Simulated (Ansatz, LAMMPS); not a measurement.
# Relaxing aqueous Mg2+ and Br-, 5.4 mol of salt per kg of water, from a frame at 330 K (168 atoms), part 2 of 2

Wanted: the relaxed structure of aqueous Mg2+ and Br-, 5.4 mol of salt per kg of water, from a frame at 330 K (168 atoms) and its electronic structure.

Ansatz 0.2.0; Kohn-Sham DFT, r2SCAN+D4, PAW (set soft_2), plane waves.

The cell: 51 O, 102 H, 5 Mg and 10 Br. The network of contacts between molecules at the start is that of the classical potential that made the cell. The concentration wasn't checked against solubility and may exceed it. Sampling is at Γ alone, for a cell whose shortest periodic width is 12 Å.

So far. Step 3 (Cell and atoms relaxed): The relaxation changed the energy by -57.8 meV/atom, and atoms moved by 0.60 Å r.m.s., 2.3 Å at most.

### 5. Single point at the relaxed geometry

One more single point at the end of the walk gives the fuller output and checks the residual forces.

The input, input.yaml:

```yaml
crystal:
  lattice:
    - [11.5315, -0.08913, 0.00015]
    - [-0.08913, 12.5022, 0.02496]
    - [0.00015, 0.02496, 11.89362]
  atoms:
    - { symbol: O, position: [0.70122, 0.84568, 0.45022] }
    - { symbol: H, position: [0.62626, 0.82802, 0.41732] }
    - { symbol: H, position: [0.68392, 0.90043, 0.50448] }
    - { symbol: O, position: [0.10526, 0.63265, 0.01948] }
    [... 158 atom lines left out ...]
    - { symbol: Br, position: [0.2919, 0.33014, 0.33862] }
    - { symbol: Br, position: [0.25424, 0.77245, 0.19381] }
    - { symbol: Br, position: [0.83134, 0.02097, 0.66371] }
    - { symbol: Br, position: [0.99713, 0.24502, 0.29246] }
    - { symbol: Br, position: [0.23692, 0.83079, 0.50698] }
    - { symbol: Br, position: [0.04759, 0.39094, 0.95841] }
kpoints:
  mp_grid: { grid: [1, 1, 1] }
hamiltonian:
  xc: r2scan
  dispersion: d4
scf:
  occupations: { method: fixed }
output:
  forces: true
  stress: true
  populations: true
  dos:
    method: { smearing: { sigma: 0.1 } }
    de: 0.1
    projected: { site_lists: { Br: [Br], H: [H], Mg: [Mg], O: [O] } }
  eigenvalues: true
  write_density: true
  write_potential: true
  volumetric_format: npy
  elf: true
```

On the command line:

```
ansatz run input.yaml --threads 4 --pin off --max-ram 8192MiB --backend cpu --events-out ev --progress --plain --runs-dir out
```

Elapsed: 30 s, on 4 threads of AMD EPYC 9B45 (Zen 5), shared host; peak memory 5 GiB.

The run gave:

```yaml
free_energy: -68243.1548 eV
free_energy_per_atom: -406.2093 eV/atom
scf_cycles: 8
pressure: 0.001621 GPa
r_m_s_force_component: 0.00729 eV/Å
longest_force: 0.06035 eV/Å
fermi_energy: -0.7081 eV
spacing_of_highest_filled_and_lowest_empty_level: 4.707 eV
spilling_of_the_projection: 0.009183
```

Löwdin charges by element and coordination (they lack the spilled electrons, 0.029 e an atom on average):

| element | coordination | atoms | mean charge (e) | spread | least | most |
| --- | --- | --- | --- | --- | --- | --- |
| Br | all | 10 | -0.601 | 0.0402 | -0.653 | -0.537 |
| Br | 0 | 3 | -0.545 | 0.01 | -0.559 | -0.537 |
| Br | 1 | 5 | -0.614 | 0.0104 | -0.631 | -0.601 |
| Br | 2 | 2 | -0.652 | 3.0e-4 | -0.653 | -0.652 |
| H | all | 102 | 0.395 | 0.0099 | 0.361 | 0.420 |
| Mg | all | 5 | 1.60 | 0.0243 | 1.56 | 1.63 |
| O | all | 51 | -0.733 | 0.048 | -0.814 | -0.666 |
| O | 2 | 30 | -0.694 | 0.0126 | -0.723 | -0.666 |
| O | 3 | 21 | -0.788 | 0.0136 | -0.814 | -0.757 |

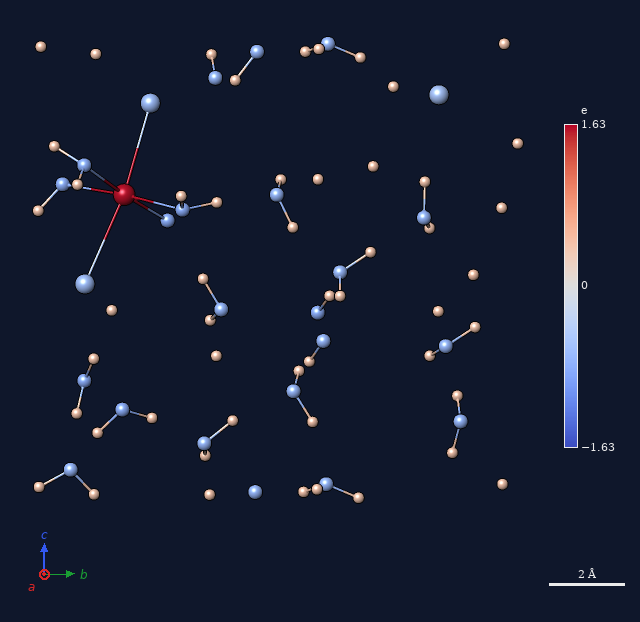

Atoms coloured by Löwdin charge. Drawn is a slice 4 Å thick, seen along the normal of the bc plane. Bonds to atoms that aren't drawn are left out.

States in the cell by windows of 1 eV, zero at the Fermi level; the larger projections on atomic orbitals stand beside the total:

| from (eV) | to (eV) | total | O p | H s | Br p | Br s |
| --- | --- | --- | --- | --- | --- | --- |
| -18 | -14 | 0.0 | 0.0 | 0.0 | 0.0 | 0.0 |
| -14 | -13 | 10.2 | 0.1 | 0.4 | 0.0 | 9.5 |
| -13 | -12 | 9.8 | 0.1 | 0.3 | 0.0 | 9.2 |
| -12 | -9 | 0.0 | 0.0 | 0.0 | 0.0 | 0.0 |
| -9 | -8 | 16.4 | 11.4 | 4.6 | 0.1 | 0.1 |
| -8 | -7 | 80.7 | 56.6 | 22.3 | 0.3 | 0.3 |
| -7 | -6 | 6.0 | 4.3 | 1.4 | 0.0 | 0.0 |
| -6 | -5 | 24.4 | 19.1 | 2.1 | 0.3 | 0.1 |
| -5 | -4 | 40.2 | 32.3 | 3.1 | 0.4 | 0.1 |
| -4 | -3 | 33.4 | 28.2 | 1.5 | 0.5 | 0.0 |
| -3 | -2 | 46.4 | 43.1 | 0.4 | 1.9 | 0.0 |
| -2 | -1 | 70.5 | 57.6 | 0.4 | 11.5 | 0.0 |
| -1 | 0 | 47.1 | 5.2 | 0.6 | 40.8 | 0.0 |
| 0 | 1 | 0.9 | 0.1 | 0.0 | 0.8 | 0.0 |
| 1 | 4 | 0.0 | 0.0 | 0.0 | 0.0 | 0.0 |
| 4 | 5 | 2.0 | 0.0 | 1.1 | 0.0 | 0.1 |

With fixed occupations the program's Fermi level is the highest filled level; weight inside the gap is the broadening of levels at its edges.

Between -26 and -18 eV lie 102 more states.

The stored curve holds about 488 of the 528 electrons; the rest, give or take the few that broadening carries across the Fermi level, lie in deeper levels below its range.

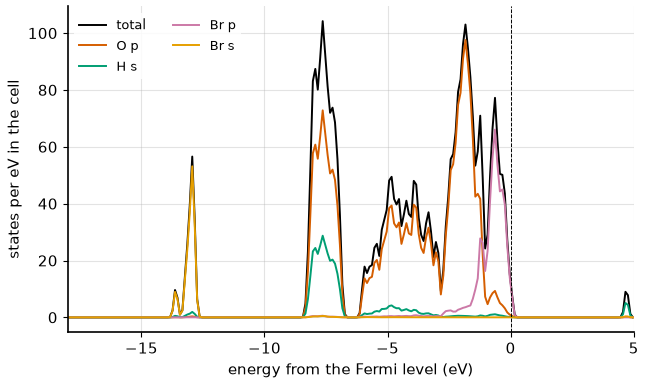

Total and projected density of states, with the broadening of the input.

The levels nearest the highest filled one (over half full), pooled over k-points and spins:

| level less the highest filled one (eV) | occupation |
| --- | --- |
| -0.325 | 2 |
| -0.275 | 2 |
| -0.241 | 2 |
| -0.192 | 2 |
| -0.138 | 2 |
| 0 | 2 |
| 4.71 | 0 |
| 6.05 | 0 |
| 6.21 | 0 |
| 6.40 | 0 |
| 6.42 | 0 |
| 6.48 | 0 |

Mean Löwdin charges: Br -0.60, H +0.39, Mg +1.60, O -0.73 e (they miss 0.92 % of the electrons, so they add up to more than the cell's charge). The largest share in the top eV of filled states is Br p (87 % of the projected weight), and in the lowest eV of empty states H s (62 % of the projected weight).

### 6. Summary of results

```json
{
  "energy change in the relaxation": "-57.83 meV/atom",
  "r.m.s. displacement": "0.604 Å",
  "largest displacement": "2.252 Å",
  "free energy per atom": "-406.2093 eV/atom",
  "pressure": "0.001621 GPa",
  "r.m.s. force component": "0.00729 eV/Å",
  "gap (highest filled to lowest empty level)": "4.707 eV",
  "wall time of the 3 DFT runs": "11 min"
}
```

**Reading.** Relaxation lowers the energy by 57.8 meV/atom and moves atoms by 0.60 Å r.m.s.; the r.m.s. force component goes from 0.74 to 0.0073 eV/Å, the pressure goes from -3.2 to 0.0016 GPa, and the gap from 3.96 to 4.71 eV. Displacements are taken in the final cell, so they leave out its strain. By the final cutoffs no bond was broken or made. The cell shrank by 5.0 % in volume. From the first step to the last the energy fell by 9.716 eV, and the largest move was 2.25 Å (H152). The Br-Mg bonds change most in mean length: from 2.675 Å (spread 0.142) to 2.731 Å (spread 0.075). Counting bonds as in the table, 50 % of Br atoms have 1, all H atoms have 1, all Mg atoms have 6 and 59 % of O atoms have 2 bonded neighbours. The 51 water molecules hold 2.39 hydrogen bonds each to other water on average, with a mean O–O distance of 2.75 Å. Between filled and empty levels lie 4.71 eV (at Γ alone); a semilocal functional tends to put such gaps too low. In a disordered cell it changes from sample to sample and from frame to frame.

**Limits.** The network of contacts between molecules at the start is that of the classical potential that made the cell; in DFT atoms moved by 0.60 Å r.m.s.

[Logs are printed without paths, hosts, clocks, repeated set-up lines and the standing remarks that a program may print on its own settings, such as how far it seeks lower states.]

[Hosts, paths, dates, database ids (printed as entryN), source tags and the programs' standing remarks are cut or masked in the printed files.]
